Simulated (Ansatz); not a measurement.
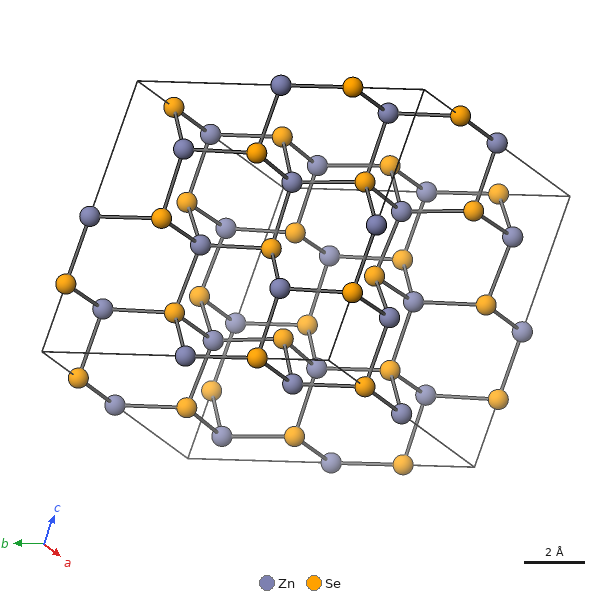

Ball-and-stick representation of a periodic structure, projected from a general direction. The wireframe shows the supercell. The host is ZnSe, in a cell of 32 sites, and the cell carries a charge of -2.

What defect is present?

A zinc vacancy. Around the empty site lie four Se at about 2.3 Å.

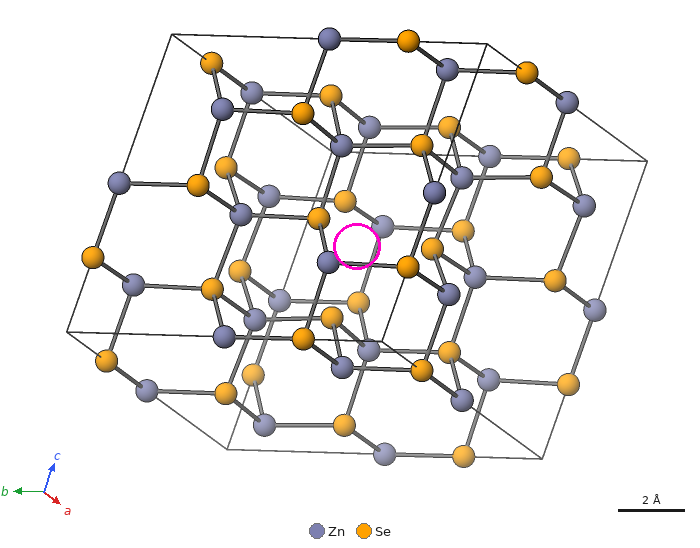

The same cell with a ring at the defect's site.

The atoms were relaxed in the host's cell with Ansatz, DFT r2SCAN, scalar-relativistic, plane waves, PAW.
